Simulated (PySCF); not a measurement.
# AsO2⁻ under other conditions

Aim: change spin, charge, geometry, field or solvent of AsO2⁻, one at a time, and compare with the base run.

Method: method and basis as typed in the scripts; program: PySCF 2.14.0.

**1. Where the work starts**

AsO2⁻: 3 atoms, charge -1, spin multiplicity 1.

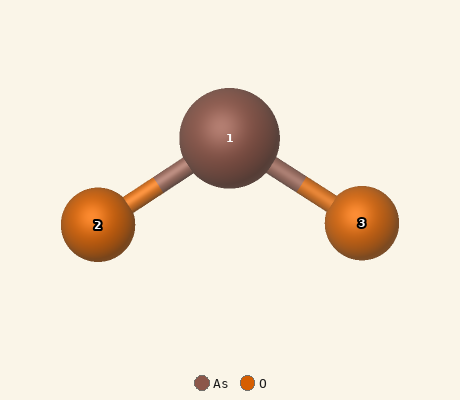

As it starts; arsenic brown, oxygen orange; atoms are numbered from 1 in the order of the file.

**2. Base script**

Input file input.py:

```python
from pyscf import gto, dft

mol = gto.M(
    atom='As 0 0 -0.2704; O 1.3894 0 0.6321; O -1.3894 0 0.6321',
    basis='lanl2dz',
    ecp={'As': 'lanl2dz'},
    charge=-1,
    spin=0,
    verbose=4,
)
mf = dft.UKS(mol, xc='x3lyp')
mf.kernel()
mf.mulliken_pop()
mf.dip_moment()
print('orbital energies (hartree):', [e[max(0, n-3):n+3].round(4) for e, n in zip(mf.mo_energy, mol.nelec)])
```

On the command line:

```bash
> OMP_NUM_THREADS=1 python input.py
```

The log of this run is left out.

Base result: E(SCF) = -156.508183 Eh, 9 cycles.

The dipole of an ion depends on the origin.

**3. Electric field 0.001 a.u.**

Run 1 changes electric field: none → 0.001 a.u.

Input file input.py:

```python
from pyscf import gto, dft

mol = gto.M(
    atom='As 0 0 -0.2704; O 1.3894 0 0.6321; O -1.3894 0 0.6321',
    basis='lanl2dz',
    ecp={'As': 'lanl2dz'},
    charge=-1,
    spin=0,
    verbose=4,
)
mf = dft.UKS(mol, xc='x3lyp')
field = 0.001  # electric field along z, atomic units
h = mf.get_hcore() + field*mol.intor('int1e_r')[2]
mf.get_hcore = lambda *args: h
e_nuc = mol.energy_nuc() - field*mol.atom_charges() @ mol.atom_coords()[:, 2]
mf.energy_nuc = lambda *args: e_nuc
mf.kernel()
mf.mulliken_pop()
mf.dip_moment()
print('orbital energies (hartree):', [e[max(0, n-3):n+3].round(4) for e, n in zip(mf.mo_energy, mol.nelec)])
```

On the command line:

```bash
> OMP_NUM_THREADS=1 python input.py
```

**4. Charge +0 (doublet)**

Run 2 changes charge: -1 → 0; spin (2S): 0 → 1.

input.py, as its differences from that of step 2:

```diff
@@ -6,4 +6,4 @@
     ecp={'As': 'lanl2dz'},
-    charge=-1,
-    spin=0,
+    charge=0,
+    spin=1,
     verbose=4,
```

**5. PCM, ε = 32.6**

Run 3 changes solvent: none (gas phase) → PCM, ε = 32.6.

input.py, as its differences from that of step 2:

```diff
@@ -1,2 +1,2 @@
-from pyscf import gto, dft
+from pyscf import gto, dft, solvent
 
@@ -11,2 +11,4 @@
 mf = dft.UKS(mol, xc='x3lyp')
+mf = solvent.PCM(mf)
+mf.with_solvent.eps = 32.6
 mf.kernel()
```

Before running it: what results should come out? Wanted: for each run, E(SCF); from base; gap, α spin; SCF dipole.

The runs gave:

```
                      run  E(SCF) (hartree)  from base (eV)  cycles  gap, α spin (eV)  SCF dipole (D)
                     base       -156.508183               0       9              4.30             n/a
electric field 0.001 a.u.       -156.506650  not comparable       9              4.29             n/a
      charge +0 (doublet)       -156.398165         +2.9937      11              5.54            3.00
            PCM, ε = 32.6       -156.617193         -2.9663       8              4.58             n/a
```

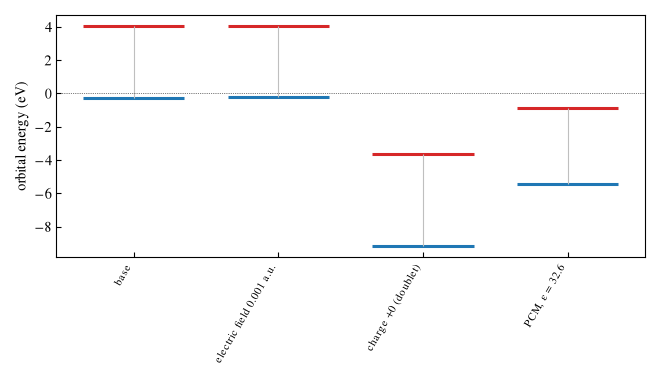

Highest filled (blue) and lowest empty (red) level of each run. Open-shell runs show the α spin alone.

In words: At the SCF level, going to the doublet with one electron fewer costs 2.99 eV at fixed geometry, against 0.25 eV for the negative of the highest filled level. A continuum solvent with ε = 32.6 lowers the energy by 2.966 eV, a large gain because the system is charged.
